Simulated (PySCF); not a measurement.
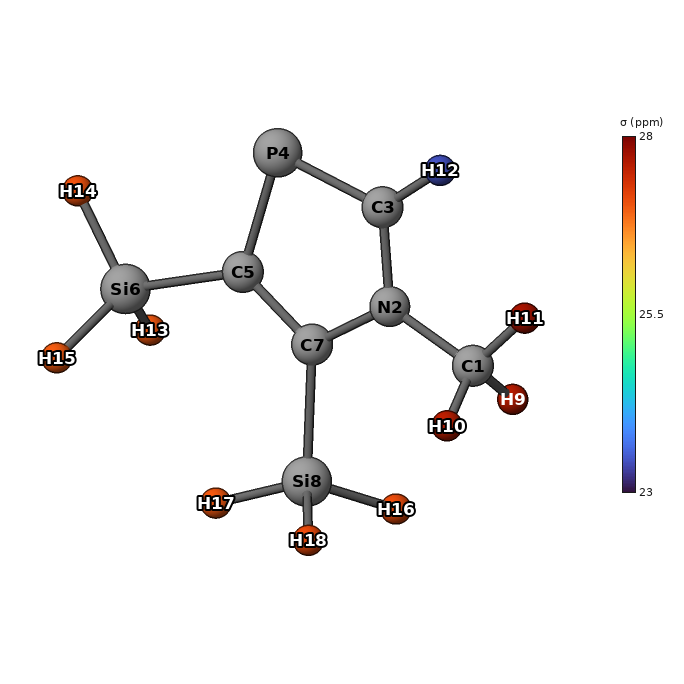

Atoms are coloured by their isotropic NMR shieldings (H only, the others grey). Computed geometry: GFN2-xTB optimisation. No frequency run is at hand to confirm it as a minimum. Level of theory: GIAO PBE0/pcSseg-1 NMR shielding, non-relativistic, gas phase (PySCF 2.14.0).

Which H atom is the most shielded (lowest chemical shift)?

H11 (27.71 ppm).

Which H atom is the least shielded (highest chemical shift)?

H12 (23.44 ppm).

How wide is the range of H shifts?

4.27 ppm.

List the isotropic NMR shieldings of the H atoms.

```json
{"atom": "H9", "σ (ppm)": "27.61"}
{"atom": "H10", "σ (ppm)": "27.59"}
{"atom": "H11", "σ (ppm)": "27.71"}
{"atom": "H12", "σ (ppm)": "23.44"}
{"atom": "H13", "σ (ppm)": "27.01"}
{"atom": "H14", "σ (ppm)": "27.08"}
{"atom": "H15", "σ (ppm)": "26.99"}
{"atom": "H16", "σ (ppm)": "27.12"}
{"atom": "H17", "σ (ppm)": "27.02"}
{"atom": "H18", "σ (ppm)": "27.13"}
```

The geometry is semi-empirical. Around P, Si such bond lengths and angles can be off by a tenth of an ångström or more and by several degrees, and values that hang on the shape move with them.
